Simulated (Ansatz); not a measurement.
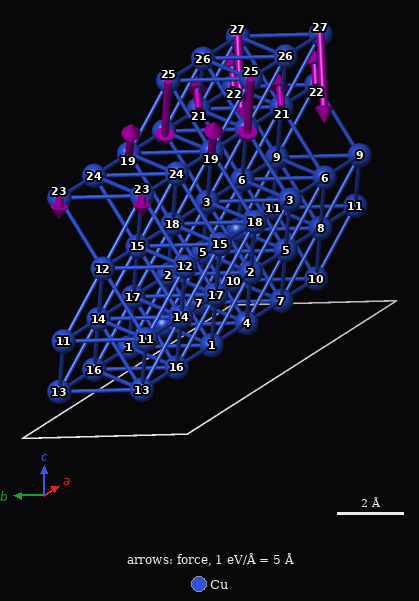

Starting geometry of a slab of composition Cu (cut from the Fm-3m phase) with the computed forces as purple arrows. A ball-and-stick model of the 1 × 2 repeat of the cell, outlined in the plane, without the vacuum (origin shifted), seen from a free direction.

Case: stripe over 3 of 6 cells, two steps. 12 atoms are held fixed.

All numbers below come from DFT PBEsol, scalar-relativistic, plane waves, PAW (Ansatz 0.2.0). (plane-wave cutoff 420 eV; k-point mesh 3 × 18 × 1; occupations gaussian; smearing width 0.1 eV; no spin polarisation; dipole correction; atoms relaxed in a fixed cell; force threshold 0.02 eV/Å; at most 45 steps)

Is this structure relaxed? If not, where do the atoms go?

It isn't relaxed: the largest force vector, on Cu atoms, is 0.56 eV/Å. The final displacements follow the starting forces only in part (cosine between the two patterns 0.73). A Cu atom moves most: 0.16 Å at 19° to the normal (−c side). The lattice vectors keep their values. Among the contacts that change: Cu–Cu 2.520 → 2.424 Å, Cu–Cu 2.520 → 2.448 Å, Cu–Cu 2.520 → 2.469 Å, Cu–Cu 2.520 → 2.566 Å. Over 4 geometry steps the energy falls by 0.102 eV per cell of the calculation. The largest force component goes from 0.49 to 0.0026 eV/Å.
